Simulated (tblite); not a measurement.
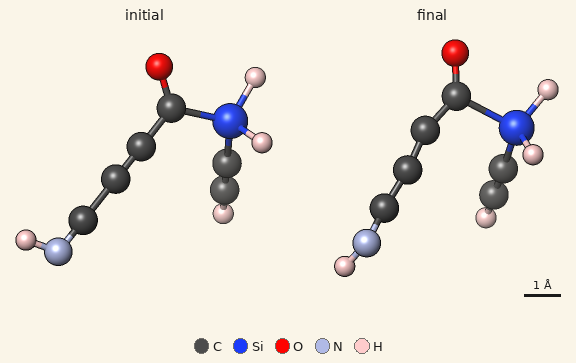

The structure of C₆H₄NOSi (multiplicity 2) before (left) and after (right) a relaxation, at one scale.

A ball-and-stick model, seen from a free direction.

Computed with tblite 0.8.0, GFN2-xTB geometry optimisation, gas phase. 

What changed between the two?

Answer. Over 91 geometry steps the energy falls by 48.1 kcal/mol. The atom that moves furthest after the best rigid fit is an H atom (1.38 Å). Largest moves by element: H 1.38 Å, N 0.63 Å, C 0.62 Å, O 0.56 Å, Si 0.28 Å. Near-neighbour distances that change, for instance: C–C 1.540 → 1.285 Å, C–Si 1.857 → 1.980 Å, C–C 1.429 → 1.350 Å, C–Si 1.904 → 1.846 Å. Bond angles that change, for instance: C–C–C 179.7° → 162.3°, C–N–H 111.4° → 128.3°, O–C–C 121.3° → 135.4°.
